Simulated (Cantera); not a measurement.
Feed: 1 mol AlCl3, 0.23 mol H2O, 21 mol H2, equilibrated at 0.00133 bar.

These are equilibrium values from Cantera (NASA tables, ideal gas, pure condensed phases), not measurements of a reactor. Candidate condensed phases: Al, AlCl3, Al2O3, H2O; 29 gas species. The tables' values for AlCl2, AlOH are old estimates; treat these amounts as uncertain. Condensed phases not in the tables: AlOCl. Equilibrium is a limit: real reactors are often held back by kinetics, nucleation or transport.

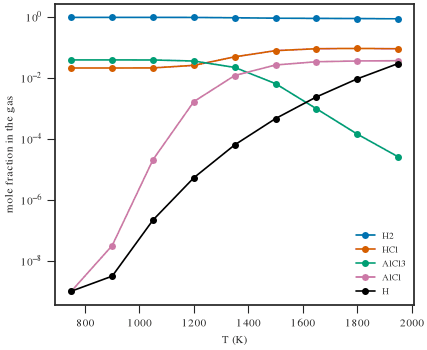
Figure. Equilibrium gas composition (values under 1e-9 drawn at 1e-9)

**Question.** Read off the mole fractions at 1200 K.

**Answer.** H2 about 0.94, AlCl3 about 0.035, HCl about 0.025, AlCl about 0.0016, H about 5.2e-6.
